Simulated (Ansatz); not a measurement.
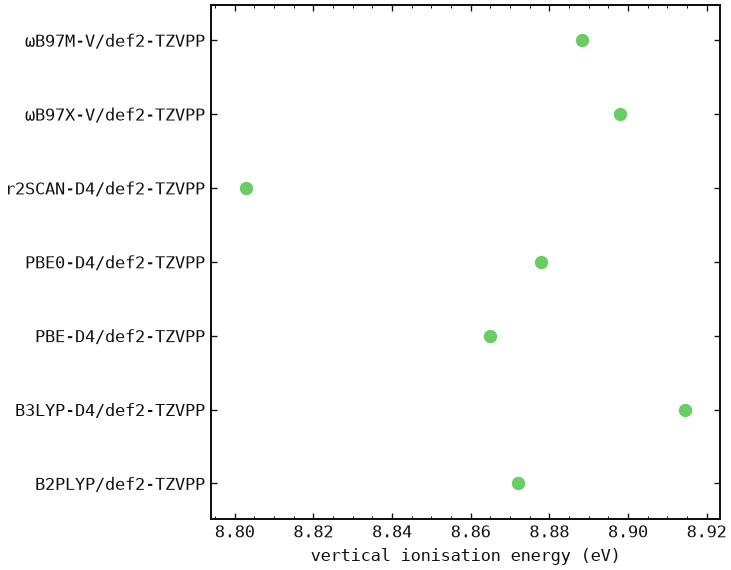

Vertical ionisation energy of C₂H₂S, SMILES C=C=S, taken as the energy of the cation less that of the neutral at fixed geometry (unrestricted doublet cation, cores frozen in correlated methods, no spin-orbit coupling), the Ansatz code, at a PBE0-D4/def2-TZVP geometry (a minimum by its frequencies).

What range do the values span?

Answer. From 8.80 eV (r2SCAN-D4/def2-TZVPP) to 8.91 eV (B3LYP-D4/def2-TZVPP).

Give the values.

Answer.
```csv
level,eV
ωB97M-V/def2-TZVPP,8.89
ωB97X-V/def2-TZVPP,8.90
r2SCAN-D4/def2-TZVPP,8.80
PBE0-D4/def2-TZVPP,8.88
PBE-D4/def2-TZVPP,8.86
B3LYP-D4/def2-TZVPP,8.91
B2PLYP/def2-TZVPP,8.87
```
